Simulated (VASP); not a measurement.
Band structure of PbI₂ (1T layered). All values below come from PBE GGA with D3 dispersion (zero damping), VASP's PBE PAW potentials (set 64) (plane waves; VASP 6.6.1).

Unless said otherwise, spin-orbit coupling is left out, though it shifts the bands of the heavy elements here.

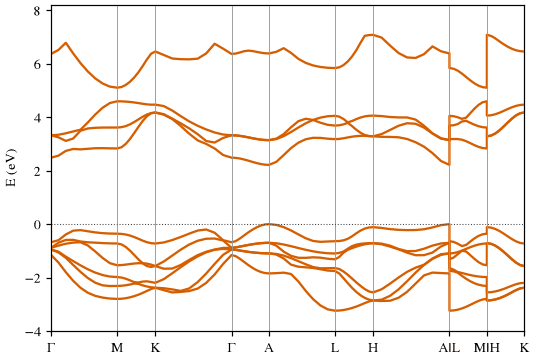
Fig. 1. Bands along high-symmetry lines, zero at the valence-band maximum or, without a gap, the Fermi level

Problem. Read the plot: is there a gap, and where are the band edges?

Solution. The gap is direct, 2.22 eV, from the valence maximum at A to the conduction minimum at A. (Edges off the drawn lines would not show.)

Measured: gap 2.40 eV (computed value off by -0.18 eV), as given by Wikipedia, List of semiconductor materials.

The compound is PbI2 in the 1T layered structure. It was relaxed first.
